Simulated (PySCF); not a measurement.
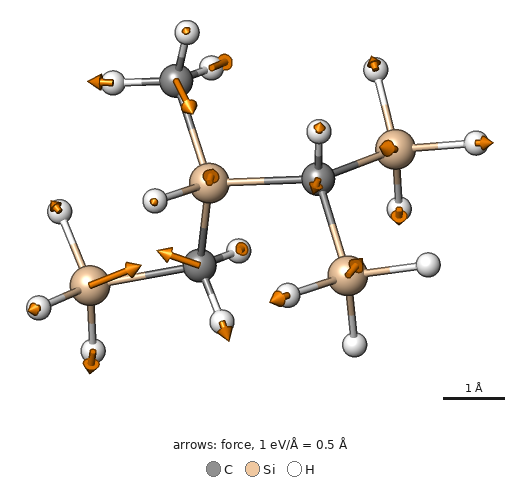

Starting geometry of C3H16Si4 with the computed forces as orange arrows. A ball-and-stick model, seen at a tilt.

The start comes from GFN2-xTB. Its atoms were then displaced at random by about 0.01 Å.

Level of theory: PBE0-D3(BJ)/def2-SVP geometry optimisation, gas phase in PySCF. 

> What follows when this structure is relaxed?

It isn't relaxed: the largest force vector, on Si atoms, is 2.04 eV/Å. The final displacements have little in common with the starting forces (cosine between the two patterns 0.03). After 16 geometry steps the energy has fallen by 0.251 eV. An H atom moves most after the best rigid fit: 0.55 Å. Largest moves by element: H 0.55 Å, C 0.25 Å, Si 0.20 Å. Near-neighbour distances that change, for instance: C–Si 1.948 → 1.879 Å, H–Si 1.442 → 1.496 Å, C–Si 1.927 → 1.879 Å, C–H 1.063 → 1.102 Å. Bond angles that change, for instance: C–Si–H 108.0° → 111.2°, H–Si–H 110.7° → 108.0°, H–C–H 110.0° → 107.7°.
